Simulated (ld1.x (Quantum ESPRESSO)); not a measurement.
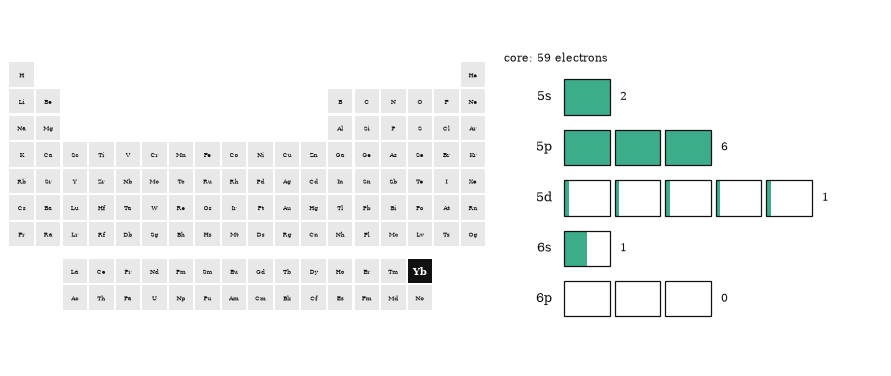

Left, the place of ytterbium in the periodic table; right, the valence shells of the reference configuration: a box for each of the 2l + 1 orbitals, shaded by the share of the shell that is filled, with the electron count at the right.

Pseudopotential generation for Yb (part 1 of 2)

Ytterbium (Yb, Z = 70), core [Kr] 4d10 4f13, reference valence 5s2 5p6 5d1 6s1 6p0 (an ion of charge +1), valence charge 11. Computed at this level: TM semilocal potential, PBEsol, scalar-relativistic, made with ld1.x (Quantum ESPRESSO) 7.5.

The input:
```
 &input
   title='Yb', zed=70., rel=1, dft='PBESOL', iswitch=3,
   config='[Xe] 4f13 5d1 6s1 6p0',
   nld=3, rlderiv=3.50, eminld=-7.0, emaxld=5.0, deld=0.02
 /
 &inputp
   pseudotype=1, tm=.true., lloc=0,
   nlcc=.false.,
   file_pseudopw='Yb.pp', file_wfcaegen='ae.wfc', file_wfcncgen='nc.wfc'
 /
3
5P  2  1   6.00   0.00  1.70  1.70  0.0
5D  3  2   1.00   0.00  3.20  3.20  0.0
5S  1  0   2.00   0.00  1.80  1.80  0.0
 &test
   configts(1)='5s2 5p6 5d1 6s1 6p0'
 /
```

Input of the test run:
```
 &input
   title='Yb', zed=70., rel=1, dft='PBESOL', iswitch=2,
   config='[Xe] 4f13 5d1 6s1 6p0'
 /
 &test
   file_pseudo='Yb.pp', nconf=8,
   configts(1)='5s2 5p6 5d1 6s1 6p0',
   configts(2)='5s2 5p6 5d1 6s2 6p0',
   configts(3)='5s2 5p6 5d1 6s0 6p0',
   configts(4)='5s2 5p6 5d0 6s0 6p0',
   configts(5)='5s2 5p6 5d0 6s2 6p1',
   configts(6)='5s1 5p6 5d1 6s2 6p0',
   configts(7)='5s2 5p6 5d2 6s1 6p0',
   configts(8)='5s2 5p6 5d1 6s1.5 6p0'
 /
```

Launched with:
```bash
ld1.x < Yb.in > Yb.out
```

Output:
```
     Program LD1 v.7.5
     --------------------------- All-electron run ----------------------------

     Yb
     scalar relativistic calculation

     atomic number is 70.00
     dft =PBESOL   lsd =0 sic =0 latt =0  beta=0.20 tr2=1.0E-14
     Exchange-correlation= PBESOL
                           (   1   4  10   8   0   0   0)
     mesh =1269 r(mesh) =  99.63413 a.u. xmin = -7.00 dx = 0.01250
     1 Ry =  13.60569312 eV, c = 137.03599908

     n l     nl                  e(Ry)          e(Ha)          e(eV)
     1 0     1S 1( 2.00)     -4500.7406     -2250.3703    -61235.6948
     2 0     2S 1( 2.00)      -763.4183      -381.7092    -10386.8352
     2 1     2P 1( 6.00)      -672.9808      -336.4904     -9156.3698
     3 0     3S 1( 2.00)      -172.9057       -86.4528     -2352.5018
     3 1     3P 1( 6.00)      -145.6503       -72.8252     -1981.6736
     4 0     4S 1( 2.00)       -34.8463       -17.4231      -474.1080
     4 1     4P 1( 6.00)       -25.8910       -12.9455      -352.2648
     3 2     3D 1(10.00)      -112.4640       -56.2320     -1530.1501
     5 0     5S 1( 2.00)        -4.8554        -2.4277       -66.0616
     5 1     5P 1( 6.00)        -2.7731        -1.3866       -37.7304
     4 2     4D 1(10.00)       -14.1083        -7.0541      -191.9530
     4 3     4F 1(13.00)        -1.1999        -0.6000       -16.3261
     5 2     5D 1( 1.00)        -0.5871        -0.2935        -7.9877
     6 0     6S 1( 1.00)        -0.7415        -0.3707       -10.0884
     6 1     6P 1( 0.00)        -0.4371        -0.2186        -5.9476

     final scf error:  8.3E-15 reached in  25 iterations

     Etot =  -28109.969174 Ry,  -14054.984587 Ha, -382455.614282 eV

     Ekin =   30635.654665 Ry,   15317.827332 Ha,  416819.315988 eV
     Encl =  -69142.296589 Ry,  -34571.148294 Ha, -940728.869204 eV
     Eh   =   10972.368798 Ry,    5486.184399 Ha,  149286.682693 eV
     Exc  =    -575.696048 Ry,    -287.848024 Ha,   -7832.743760 eV

     normalization and overlap integrals

     s(1S/1S) =  1.000000  <r> =   0.0197  <r2> =    0.0005  r(max) =   0.0123
     s(2S/2S) =  1.000000  <r> =   0.0834  <r2> =    0.0082  r(max) =   0.0708
     s(2P/2P) =  1.000000  <r> =   0.0742  <r2> =    0.0067  r(max) =   0.0572
     s(3S/3S) =  1.000000  <r> =   0.2168  <r2> =    0.0537  r(max) =   0.1997
     s(3P/3P) =  1.000000  <r> =   0.2163  <r2> =    0.0542  r(max) =   0.1972
     s(4S/4S) =  1.000000  <r> =   0.4876  <r2> =    0.2685  r(max) =   0.4557
     s(4P/4P) =  1.000000  <r> =   0.5178  <r2> =    0.3051  r(max) =   0.4790
     s(3D/3D) =  1.000000  <r> =   0.1961  <r2> =    0.0451  r(max) =   0.1595
     s(5S/5S) =  1.000000  <r> =   1.1918  <r2> =    1.5999  r(max) =   1.0661
     s(5P/5P) =  1.000000  <r> =   1.4139  <r2> =    2.2769  r(max) =   1.2232
     s(4D/4D) =  1.000000  <r> =   0.5586  <r2> =    0.3623  r(max) =   0.4912
     s(4F/4F) =  1.000000  <r> =   0.7399  <r2> =    0.7273  r(max) =   0.4790
     s(5D/5D) =  1.000000  <r> =   2.4950  <r2> =    7.5333  r(max) =   1.8022
     s(6S/6S) =  1.000000  <r> =   3.3842  <r2> =   12.9004  r(max) =   2.9344
     s(6P/6P) =  1.000000  <r> =   4.4233  <r2> =   22.0984  r(max) =   3.8152

     ------------------------ End of All-electron run ------------------------

     --------------------- Generating NC pseudopotential ---------------------

      Generating local pot.: lloc=0, matching radius rcloc =   1.8000

      Wfc   5P  rcut= 1.693  Using Troullier-Martins method

      Wfc   5D  rcut= 3.163  Using Troullier-Martins method

     ------------------- End of pseudopotential generation -------------------

     --------------------------- All-electron run ----------------------------

     Yb
     scalar relativistic calculation

     atomic number is 70.00
     dft =PBESOL   lsd =0 sic =0 latt =0  beta=0.20 tr2=1.0E-14
     Exchange-correlation= PBESOL
                           (   1   4  10   8   0   0   0)
     mesh =1269 r(mesh) =  99.63413 a.u. xmin = -7.00 dx = 0.01250
     1 Ry =  13.60569312 eV, c = 137.03599908

     n l     nl                  e(Ry)          e(Ha)          e(eV)
     1 0     1S 1( 2.00)     -4500.7406     -2250.3703    -61235.6948
     2 0     2S 1( 2.00)      -763.4183      -381.7092    -10386.8352
     2 1     2P 1( 6.00)      -672.9808      -336.4904     -9156.3698
     3 0     3S 1( 2.00)      -172.9057       -86.4528     -2352.5018
     3 1     3P 1( 6.00)      -145.6503       -72.8252     -1981.6736
     4 0     4S 1( 2.00)       -34.8463       -17.4231      -474.1080
     4 1     4P 1( 6.00)       -25.8910       -12.9455      -352.2648
     3 2     3D 1(10.00)      -112.4640       -56.2320     -1530.1501
     5 0     5S 1( 2.00)        -4.8554        -2.4277       -66.0616
     5 1     5P 1( 6.00)        -2.7731        -1.3866       -37.7304
     4 2     4D 1(10.00)       -14.1083        -7.0541      -191.9530
     4 3     4F 1(13.00)        -1.1999        -0.6000       -16.3261
     5 2     5D 1( 1.00)        -0.5871        -0.2935        -7.9877
     6 0     6S 1( 1.00)        -0.7415        -0.3707       -10.0884
     6 1     6P 1( 0.00)        -0.4371        -0.2186        -5.9476

     final scf error:  8.3E-15 reached in  25 iterations

     Etot =  -28109.969174 Ry,  -14054.984587 Ha, -382455.614282 eV

     Ekin =   30635.654665 Ry,   15317.827332 Ha,  416819.315988 eV
     Encl =  -69142.296589 Ry,  -34571.148294 Ha, -940728.869204 eV
     Eh   =   10972.368798 Ry,    5486.184399 Ha,  149286.682693 eV
     Exc  =    -575.696048 Ry,    -287.848024 Ha,   -7832.743760 eV

     normalization and overlap integrals

     s(1S/1S) =  1.000000  <r> =   0.0197  <r2> =    0.0005  r(max) =   0.0123
     s(2S/2S) =  1.000000  <r> =   0.0834  <r2> =    0.0082  r(max) =   0.0708
     s(2P/2P) =  1.000000  <r> =   0.0742  <r2> =    0.0067  r(max) =   0.0572
     s(3S/3S) =  1.000000  <r> =   0.2168  <r2> =    0.0537  r(max) =   0.1997
     s(3P/3P) =  1.000000  <r> =   0.2163  <r2> =    0.0542  r(max) =   0.1972
     s(4S/4S) =  1.000000  <r> =   0.4876  <r2> =    0.2685  r(max) =   0.4557
     s(4P/4P) =  1.000000  <r> =   0.5178  <r2> =    0.3051  r(max) =   0.4790
     s(3D/3D) =  1.000000  <r> =   0.1961  <r2> =    0.0451  r(max) =   0.1595
     s(5S/5S) =  1.000000  <r> =   1.1918  <r2> =    1.5999  r(max) =   1.0661
     s(5P/5P) =  1.000000  <r> =   1.4139  <r2> =    2.2769  r(max) =   1.2232
     s(4D/4D) =  1.000000  <r> =   0.5586  <r2> =    0.3623  r(max) =   0.4912
     s(4F/4F) =  1.000000  <r> =   0.7399  <r2> =    0.7273  r(max) =   0.4790
     s(5D/5D) =  1.000000  <r> =   2.4950  <r2> =    7.5333  r(max) =   1.8022
     s(6S/6S) =  1.000000  <r> =   3.3842  <r2> =   12.9004  r(max) =   2.9344
     s(6P/6P) =  1.000000  <r> =   4.4233  <r2> =   22.0984  r(max) =   3.8152

     ------------------------ End of All-electron run ------------------------

     Computing logarithmic derivative in   3.51758
     Message from routine run_pseudo:
     Warning: convergence not achieved
     Computing logarithmic derivative in   3.51758
     Computing the partial wave expansion
       no projector for channel:   0
     R is outside the sphere for l=    1 j= 0.00
     R is outside the sphere for l=    2 j= 0.00

     ---------------------- Testing the pseudopotential ----------------------

     Yb
     scalar relativistic calculation

     atomic number is 70.00   valence charge is 11.00
     dft =PBESOL   lsd =0 sic =0 latt =0  beta=0.20 tr2=1.0E-14
     mesh =1269 r(mesh) =  99.63413 xmin = -7.00 dx = 0.01250

     n l     nl             e AE (Ry)        e PS (Ry)    De AE-PS (Ry)
     1 0     5S   1( 2.00)       -4.85544       -4.85544        0.00000
     2 1     5P   1( 6.00)       -2.77314       -2.77315        0.00001
     3 2     5D   1( 1.00)       -0.58709       -0.58709        0.00000
     2 0     6S   1( 1.00)       -0.74149       -0.81092        0.06944  !
     3 1     6P   1( 0.00)       -0.43714       -0.44023        0.00309

     eps = 2.1E-12  iter =201

     Etot =  -28109.969174 Ry,  -14054.984587 Ha, -382455.614282 eV
     Etotps =   -81.708358 Ry,     -40.854179 Ha,   -1111.698844 eV

     Ekin =      23.412554 Ry,      11.706277 Ha,     318.544027 eV
     Encl =    -153.499826 Ry,     -76.749913 Ha,   -2088.471526 eV
     Ehrt =      56.890913 Ry,      28.445456 Ha,     774.040301 eV
     Ecxc =      -9.620917 Ry,      -4.810459 Ha,    -130.899250 eV
     Epseu=       1.108918 Ry,       0.554459 Ha,      15.087604 eV

     ---------------------- End of pseudopotential test ----------------------
```

Output of the test run (extracts):
```
     ---------------------- Testing the pseudopotential ----------------------

     Yb
     scalar relativistic calculation

     atomic number is 70.00   valence charge is 11.00
     dft =PBESOL   lsd =0 sic =0 latt =0  beta=0.20 tr2=1.0E-14
     mesh =1269 r(mesh) =  99.63413 xmin = -7.00 dx = 0.01250

     n l     nl             e AE (Ry)        e PS (Ry)    De AE-PS (Ry)
     1 0     5S   1( 2.00)       -4.85544       -4.85544        0.00000
     2 1     5P   1( 6.00)       -2.77314       -2.77315        0.00001
     3 2     5D   1( 1.00)       -0.58709       -0.58709        0.00000
     2 0     6S   1( 1.00)       -0.74149       -0.81092        0.06944  !
     3 1     6P   1( 0.00)       -0.43714       -0.44023        0.00309

     eps = 6.9E-12  iter =201

     Etot =  -28109.969174 Ry,  -14054.984587 Ha, -382455.614282 eV
     Etotps =   -81.708358 Ry,     -40.854179 Ha,   -1111.698844 eV

     Ekin =      23.249300 Ry,      11.624650 Ha,     316.322836 eV
     Encl =    -153.499826 Ry,     -76.749913 Ha,   -2088.471526 eV
     Ehrt =      56.890913 Ry,      28.445456 Ha,     774.040301 eV
     Ecxc =      -9.620917 Ry,      -4.810459 Ha,    -130.899250 eV
     Epseu=       1.272173 Ry,       0.636087 Ha,      17.308796 eV

     ---------------------- End of pseudopotential test ----------------------

     ---------------------- Testing the pseudopotential ----------------------

     Yb
     scalar relativistic calculation

     atomic number is 70.00   valence charge is 11.00
     dft =PBESOL   lsd =0 sic =0 latt =0  beta=0.20 tr2=1.0E-14
     mesh =1269 r(mesh) =  99.63413 xmin = -7.00 dx = 0.01250

     n l     nl             e AE (Ry)        e PS (Ry)    De AE-PS (Ry)
     1 0     5S   1( 2.00)       -4.36341       -4.32346       -0.03995  !
     2 1     5P   1( 6.00)       -2.28125       -2.24638       -0.03488  !
     3 2     5D   1( 1.00)       -0.13816       -0.12097       -0.01719  !
     2 0     6S   1( 2.00)       -0.33745       -0.37948        0.04203  !
     3 1     6P   1( 0.00)       -0.09670       -0.09303       -0.00367

     eps = 1.6E-12  iter =201

     Etot =  -28110.504246 Ry,  -14055.252123 Ha, -382462.894307 eV
     Etotps =   -82.298054 Ry,     -41.149027 Ha,   -1119.722065 eV
     dEtot_ae =      -0.535072 Ry
     dEtot_ps =      -0.589696 Ry,   Delta E=       0.054624 Ry

     Ekin =      23.336869 Ry,      11.668434 Ha,     317.514271 eV
     Encl =    -159.250146 Ry,     -79.625073 Ha,   -2166.708620 eV
     Ehrt =      62.330892 Ry,      31.165446 Ha,     848.054990 eV
     Ecxc =      -9.950580 Ry,      -4.975290 Ha,    -135.384544 eV
     Epseu=       1.234912 Ry,       0.617456 Ha,      16.801838 eV

     ---------------------- End of pseudopotential test ----------------------

     ---------------------- Testing the pseudopotential ----------------------

     Yb
     scalar relativistic calculation

     atomic number is 70.00   valence charge is 11.00
     dft =PBESOL   lsd =0 sic =0 latt =0  beta=0.20 tr2=1.0E-14
     mesh =1269 r(mesh) =  99.63413 xmin = -7.00 dx = 0.01250

     n l     nl             e AE (Ry)        e PS (Ry)    De AE-PS (Ry)
     1 0     5S   1( 2.00)       -5.43621       -5.50125        0.06504  !
     2 1     5P   1( 6.00)       -3.35083       -3.40659        0.05576  !
     3 2     5D   1( 1.00)       -1.10590       -1.13778        0.03188  !
     2 0     6S   1( 0.00)       -1.18273       -1.29697        0.11424  !
     3 1     6P   1( 0.00)       -0.81589       -0.83727        0.02138  !

     eps = 7.2E-12  iter =201

     Etot =  -28109.010222 Ry,  -14054.505111 Ha, -382442.567078 eV
     Etotps =   -80.658859 Ry,     -40.329429 Ha,   -1097.419677 eV
     dEtot_ae =       0.958952 Ry
     dEtot_ps =       1.049499 Ry,   Delta E=      -0.090548 Ry

     Ekin =      22.897937 Ry,      11.448968 Ha,     311.542301 eV
     Encl =    -146.506233 Ry,     -73.253117 Ha,   -1993.318852 eV
     Ehrt =      50.888357 Ry,      25.444178 Ha,     692.371365 eV
     Ecxc =      -9.249786 Ry,      -4.624893 Ha,    -125.849757 eV
     Epseu=       1.310868 Ry,       0.655434 Ha,      17.835266 eV

     ---------------------- End of pseudopotential test ----------------------

     ---------------------- Testing the pseudopotential ----------------------

     Yb
     scalar relativistic calculation

     atomic number is 70.00   valence charge is 11.00
     dft =PBESOL   lsd =0 sic =0 latt =0  beta=0.20 tr2=1.0E-14
     mesh =1269 r(mesh) =  99.63413 xmin = -7.00 dx = 0.01250

     n l     nl             e AE (Ry)        e PS (Ry)    De AE-PS (Ry)
     1 0     5S   1( 2.00)       -6.30877       -6.39391        0.08514  !
     2 1     5P   1( 6.00)       -4.20068       -4.27253        0.07185  !
     3 2     5D   1( 0.00)       -1.83833       -1.87433        0.03600  !
     2 0     6S   1( 0.00)       -1.76671       -1.92516        0.15844  !
     3 1     6P   1( 0.00)       -1.31074       -1.33663        0.02590  !

     eps = 6.6E-15  iter =147

     Etot =  -28107.546796 Ry,  -14053.773398 Ha, -382422.656151 eV
     Etotps =   -79.160401 Ry,     -39.580200 Ha,   -1077.032122 eV
     dEtot_ae =       2.422378 Ry
     dEtot_ps =       2.547957 Ry,   Delta E=      -0.125579 Ry

     Ekin =      21.051458 Ry,      10.525729 Ha,     286.419676 eV
     Encl =    -136.102757 Ry,     -68.051379 Ha,   -1851.772348 eV
     Ehrt =      43.334693 Ry,      21.667347 Ha,     589.598538 eV
     Ecxc =      -8.565931 Ry,      -4.282965 Ha,    -116.545427 eV
     Epseu=       1.122136 Ry,       0.561068 Ha,      15.267439 eV

     ---------------------- End of pseudopotential test ----------------------

     ---------------------- Testing the pseudopotential ----------------------

     Yb
     scalar relativistic calculation

     atomic number is 70.00   valence charge is 11.00
     dft =PBESOL   lsd =0 sic =0 latt =0  beta=0.20 tr2=1.0E-14
     mesh =1269 r(mesh) =  99.63413 xmin = -7.00 dx = 0.01250

     n l     nl             e AE (Ry)        e PS (Ry)    De AE-PS (Ry)
     1 0     5S   1( 2.00)       -4.60161       -4.55009       -0.05152  !
     2 1     5P   1( 6.00)       -2.50809       -2.46343       -0.04466  !
     3 2     5D   1( 0.00)       -0.28758       -0.26225       -0.02533  !
     2 0     6S   1( 2.00)       -0.43611       -0.48774        0.05163  !
     3 1     6P   1( 1.00)       -0.15976       -0.15737       -0.00239

     eps = 1.6E-11  iter =201

     Etot =  -28110.422015 Ry,  -14055.211007 Ha, -382461.775493 eV
     Etotps =   -82.233917 Ry,     -41.116958 Ha,   -1118.849435 eV
     dEtot_ae =      -0.452841 Ry
     dEtot_ps =      -0.525559 Ry,   Delta E=       0.072718 Ry

     Ekin =      22.617760 Ry,      11.308880 Ha,     307.730307 eV
     Encl =    -156.440966 Ry,     -78.220483 Ha,   -2128.487779 eV
     Ehrt =      60.179375 Ry,      30.089687 Ha,     818.782107 eV
     Ecxc =      -9.704198 Ry,      -4.852099 Ha,    -132.032338 eV
     Epseu=       1.114112 Ry,       0.557056 Ha,      15.158269 eV

     ---------------------- End of pseudopotential test ----------------------

     ---------------------- Testing the pseudopotential ----------------------

     Yb
     scalar relativistic calculation

     atomic number is 70.00   valence charge is 11.00
     dft =PBESOL   lsd =0 sic =0 latt =0  beta=0.20 tr2=1.0E-14
     mesh =1269 r(mesh) =  99.63413 xmin = -7.00 dx = 0.01250

     n l     nl             e AE (Ry)        e PS (Ry)    De AE-PS (Ry)
     1 0     5S   1( 1.00)       -5.28161       -5.27444       -0.00717  !
     2 1     5P   1( 6.00)       -3.14745       -3.12538       -0.02208  !
     3 2     5D   1( 1.00)       -0.80167       -0.76954       -0.03213  !
     2 0     6S   1( 2.00)       -0.85236       -0.93743        0.08507  !
     3 1     6P   1( 0.00)       -0.50178       -0.49309       -0.00870  !

     eps = 4.8E-11  iter =201

     Etot =  -28105.701619 Ry,  -14052.850810 Ha, -382397.551238 eV
     Etotps =   -77.515605 Ry,     -38.757802 Ha,   -1054.653533 eV
     dEtot_ae =       4.267555 Ry
     dEtot_ps =       4.192753 Ry,   Delta E=       0.074802 Ry

     Ekin =      24.284113 Ry,      12.142057 Ha,     330.402196 eV
     Encl =    -147.661721 Ry,     -73.830860 Ha,   -2009.040057 eV
     Ehrt =      53.607495 Ry,      26.803747 Ha,     729.367125 eV
     Ecxc =      -9.055322 Ry,      -4.527661 Ha,    -123.203927 eV
     Epseu=       1.309829 Ry,       0.654914 Ha,      17.821129 eV

     ---------------------- End of pseudopotential test ----------------------

     ---------------------- Testing the pseudopotential ----------------------

     Yb
     scalar relativistic calculation

     atomic number is 70.00   valence charge is 11.00
     dft =PBESOL   lsd =0 sic =0 latt =0  beta=0.20 tr2=1.0E-14
     mesh =1269 r(mesh) =  99.63413 xmin = -7.00 dx = 0.01250

     n l     nl             e AE (Ry)        e PS (Ry)    De AE-PS (Ry)
     1 0     5S   1( 2.00)       -4.28363       -4.28234       -0.00129
     2 1     5P   1( 6.00)       -2.20802       -2.20626       -0.00177
     3 2     5D   1( 2.00)       -0.10287       -0.10310        0.00024
     2 0     6S   1( 1.00)       -0.31757       -0.36817        0.05059  !
     3 1     6P   1( 0.00)       -0.09235       -0.09515        0.00279

     eps = 2.0E-12  iter =201

     Etot =  -28110.296645 Ry,  -14055.148322 Ha, -382460.069742 eV
     Etotps =   -82.035912 Ry,     -41.017956 Ha,   -1116.155438 eV
     dEtot_ae =      -0.327470 Ry
     dEtot_ps =      -0.327554 Ry,   Delta E=       0.000083 Ry

     Ekin =      23.945157 Ry,      11.972579 Ha,     325.790461 eV
     Encl =    -160.009709 Ry,     -80.004854 Ha,   -2177.042993 eV
     Ehrt =      62.719653 Ry,      31.359826 Ha,     853.344348 eV
     Ecxc =     -10.027953 Ry,      -5.013977 Ha,    -136.437253 eV
     Epseu=       1.336940 Ry,       0.668470 Ha,      18.189998 eV

     ---------------------- End of pseudopotential test ----------------------

     ---------------------- Testing the pseudopotential ----------------------

     Yb
     scalar relativistic calculation

     atomic number is 70.00   valence charge is 11.00
     dft =PBESOL   lsd =0 sic =0 latt =0  beta=0.20 tr2=1.0E-14
     mesh =1269 r(mesh) =  99.63413 xmin = -7.00 dx = 0.01250

     n l     nl             e AE (Ry)        e PS (Ry)    De AE-PS (Ry)
     1 0     5S   1( 2.00)       -4.59645       -4.57343       -0.02302  !
     2 1     5P   1( 6.00)       -2.51451       -2.49448       -0.02003  !
     3 2     5D   1( 1.00)       -0.35208       -0.34160       -0.01048  !
     2 0     6S   1( 1.50)       -0.53317       -0.58698        0.05381  !
     3 1     6P   1( 0.00)       -0.26004       -0.25849       -0.00155

     eps = 7.5E-12  iter =201

     Etot =  -28110.287312 Ry,  -14055.143656 Ha, -382459.942760 eV
     Etotps =   -82.057259 Ry,     -41.028629 Ha,   -1116.445880 eV
     dEtot_ae =      -0.318137 Ry
     dEtot_ps =      -0.348901 Ry,   Delta E=       0.030763 Ry

     Ekin =      23.325981 Ry,      11.662991 Ha,     317.366143 eV
     Encl =    -156.551582 Ry,     -78.275791 Ha,   -2129.992779 eV
     Ehrt =      59.708790 Ry,      29.854395 Ha,     812.379467 eV
     Ecxc =      -9.794260 Ry,      -4.897130 Ha,    -133.257696 eV
     Epseu=       1.253812 Ry,       0.626906 Ha,      17.058985 eV

     ---------------------- End of pseudopotential test ----------------------
```

(Continued in part 2.) Outcome of the run: generated; the pseudo-atom misses its reference levels by up to 0.94 eV (6s, which has no pseudo-wave of its own).
